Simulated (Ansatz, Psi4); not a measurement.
C2H8N2 (1,1-dimethylhydrazine): the HOMO–LUMO gap, rung by rung

C2H8N2 has 12 atoms, charge 0, and is taken as a singlet. As SMILES, `CN(C)N`. The shape is that of a PBE0-D4/def2-TZVP optimisation. This is one conformer, not always the lowest.

Each level gives the HOMO–LUMO gap (eV). The values are calculated.

```csv
level,kind,program,value (eV),CPU time
HF/6-31G* (spherical functions),Hartree–Fock,Ansatz,15.71,1.9 s
B3LYP/6-31G* (spherical functions),global hybrid,Ansatz,7.92,7.2 s
B3LYP/6-31G* (Cartesian functions),global hybrid,Ansatz,7.91,7 s
CAM-B3LYP/6-31G* (spherical functions),range-separated hybrid,Psi4,10.91,31 s
wB97M-V/6-31G* (spherical functions),range-separated hybrid,Psi4,12.80,7 min
wB97X/6-31G* (spherical functions),range-separated hybrid,Psi4,13.15,40 s
"B2PLYP/6-31G* (density fitting for correlation, spherical functions)",double hybrid,Psi4,11.11,27 s
```

The values span 7.91 to 15.71 eV. Orbital gaps aren't excitation energies, and those of double hybrids come from the SCF part alone. CPU times are rough (shared hosts, several kinds of processor and program).

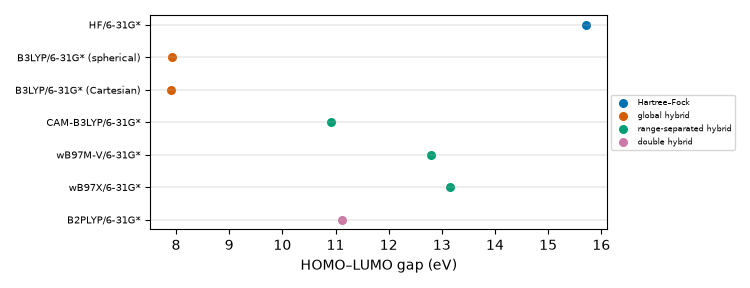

The values of the table, level by level.
